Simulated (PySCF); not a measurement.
**C$_{6}$H$_{12}$BO: EPR calculation**

The run: EPR calculation of C$_{6}$H$_{12}$BO, multiplicity 2. Method and program: UKS B3LYP, pcH-1 on B C H O, non-relativistic, mean-field spin-orbit, GIAO (PySCF 2.14.0).

It belongs to a series of runs on one base structure; here: H added to sp2 C.

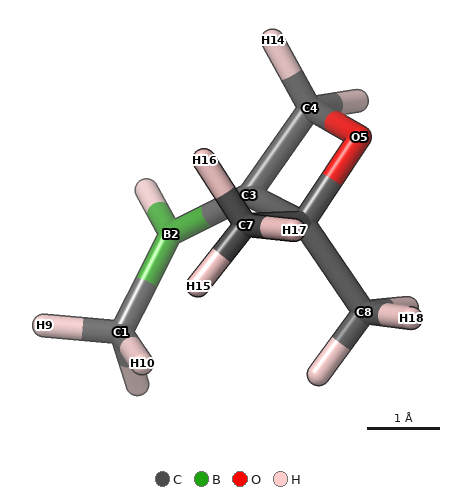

The structure as given in the input (stick view, seen at a tilt; atoms are numbered from 1 in the order of the input).

## The input
```
{"job": {"kind": "epr", "basis": "pcH-1"}, "charge": 0, "multiplicity": 2}
C      2.268440    -0.442790    -0.997043
B      1.777343    -0.307594     0.500491
C      0.342129    -0.034218     0.841962
C     -0.435410     0.128839     2.100190
O     -1.649708     0.324895     1.384205
C     -0.957873     0.182669     0.121174
C     -1.045343     1.461105    -0.712272
C     -1.468023    -1.020992    -0.671359
H      3.140943     0.182465    -1.182080
H      1.517004    -0.191221    -1.740810
H      2.592446    -1.464870    -1.195271
H      2.544587    -0.434772     1.381985
H     -0.478328    -0.748242     2.759167
H     -0.170583     0.999529     2.714539
H     -0.425692     1.366901    -1.598731
H     -0.702545     2.311092    -0.127998
H     -2.079225     1.629086    -1.003484
H     -2.493644    -0.841025    -0.983380
H     -1.440035    -1.912413    -0.050157
H     -0.841631    -1.177766    -1.544162
```

The first line tells a small driver script what to run in PySCF; the rest is the geometry in Å.

Run on 1 CPU thread, shared host.

Launched with:
```bash
OMP_NUM_THREADS=1 python <driver script> task.json out
```

## The program's output
```
UKS, coarse grid
  cycle   1  E = -335.76296721  |g| = 5.53e-01
  cycle   2  E = -335.61818412  |g| = 8.41e-01
  cycle   3  E = -335.88527052  |g| = 1.40e-01
  cycle   4  E = -335.89308018  |g| = 3.52e-02
  cycle   5  E = -335.89370854  |g| = 8.54e-03
  cycle   6  E = -335.89375398  |g| = 3.62e-03
  cycle   7  E = -335.89376410  |g| = 1.23e-03
  cycle   8  E = -335.89376592  |g| = 5.62e-04
UKS, final grid
  cycle   1  E = -335.89374716  |g| = 6.78e-04
  cycle   2  E = -335.89374701  |g| = 8.87e-04
  cycle   3  E = -335.89374738  |g| = 6.61e-05
  cycle   4  E = -335.89374738  |g| = 2.36e-05
E = -335.89374738 Eh   <S^2> = 0.7529 (exact 0.7500)
g shifts (ppm)      1          2          3
  rmc          -124       -124       -124
  gc              0         26         21
  oz_so         -22        500        919
  total        -147        402        815
hyperfine (MHz)  atom isotope    a_iso     a_fc   dipolar eigenvalues
    0   13C      -6.26      -6.26     -1.53      0.50      1.03
    1   11B      -7.67      -7.67    -14.09     -7.33     21.42
    2   13C      47.58      47.58    -59.43    -57.87    117.31
    3   13C     -28.83     -28.83     -2.47      0.50      1.97
    4   17O       0.97       0.97     -0.57     -0.21      0.78
    5   13C     -24.28     -24.28     -2.18      0.63      1.55
    6   13C      39.65      39.65     -3.79     -3.59      7.38
    7   13C      40.50      40.50     -3.77     -3.58      7.35
    8    1H      23.15      23.15     -2.32     -1.92      4.24
    9    1H       0.18       0.18     -2.61     -2.40      5.01
   10    1H      32.94      32.94     -2.60     -1.87      4.46
   11    1H     -12.23     -12.23     -8.17     -2.68     10.85
   12    1H     106.94     106.94     -4.38     -2.92      7.30
   13    1H     108.46     108.46     -4.43     -2.89      7.32
   14    1H      -2.70      -2.70     -3.32     -1.67      5.00
   15    1H      -1.85      -1.85     -4.40     -1.58      5.98
   16    1H       9.88       9.88     -2.50     -1.31      3.81
   17    1H      10.56      10.56     -2.49     -1.32      3.82
   18    1H      -1.78      -1.78     -4.43     -1.60      6.03
   19    1H      -2.71      -2.71     -3.39     -1.69      5.08
```

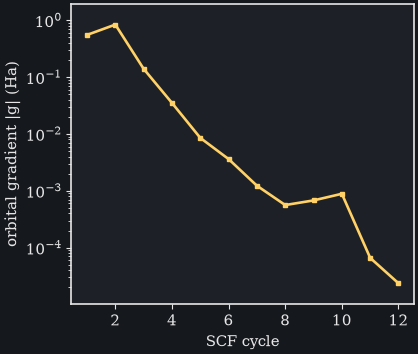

Convergence of the self-consistent field: orbital gradient |g| against the SCF cycle. All cycles printed in the log are drawn one after another.

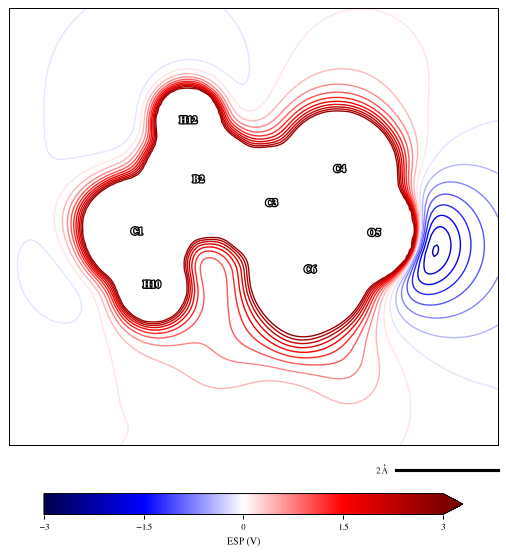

Electrostatic potential on the plane of atoms C3, C4 and O5. The section cuts through C, B, O and H sites.

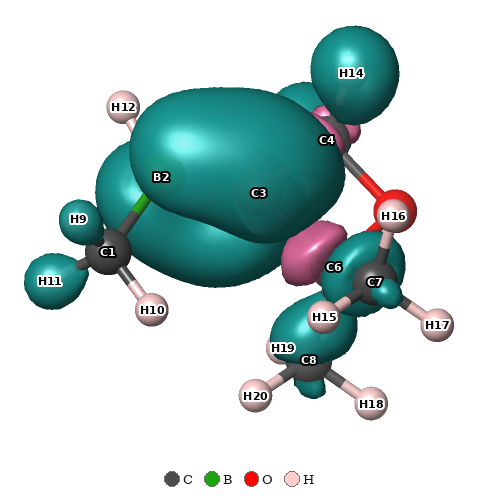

Isosurfaces of the spin density (α minus β) at +0.01 (teal) and −0.01 e/Å³ (pink), seen at a tilt. The unpaired spin (1 electron) lies mostly on C3 (about 0.5) and B2 (about 0.2), in electrons by Hirshfeld's partition.

## Key numbers

```json
{"quantity": "outcome", "value": "converged"}
{"quantity": "total energy", "value": "−335.893747 hartree"}
{"quantity": "⟨S²⟩", "value": "0.753"}
{"quantity": "isotropic g", "value": "2.0027"}
{"quantity": "wall time", "value": "84 s"}
{"quantity": "peak memory", "value": "1.1 GiB"}
```
